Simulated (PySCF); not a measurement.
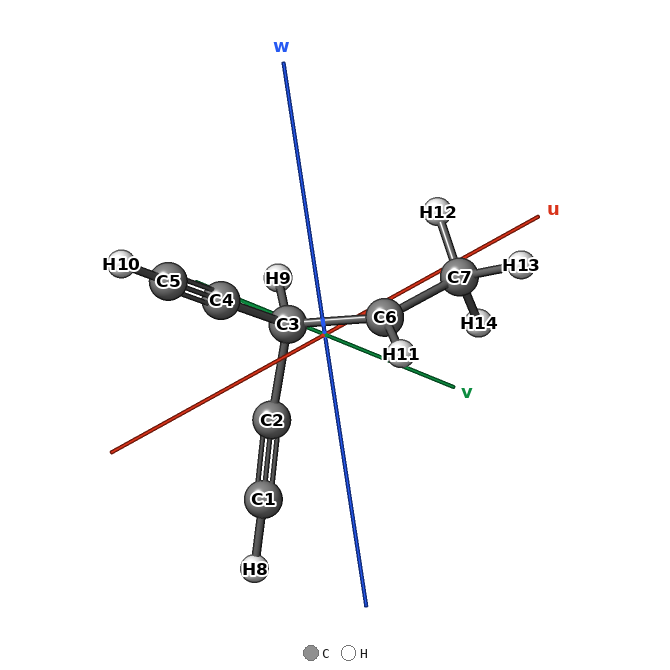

The lines u, v and w are the principal axes of the g tensor. State: neutral, doublet. The computed structure is the end point of a GFN2-xTB optimisation. No frequency run is at hand to confirm it as a minimum. Level of theory: UKS B3LYP, pcH-1 on C H, non-relativistic, mean-field spin-orbit, GIAO (PySCF 2.14.0).

Question: Along which axis does g lie farthest from the free-electron value?

Answer: Along v: the shift is 544 ppm.

Give the principal values and shifts.

```csv
axis,g,shift (ppm)
u,2.00262,296
v,2.00286,544
w,2.00217,−144
```
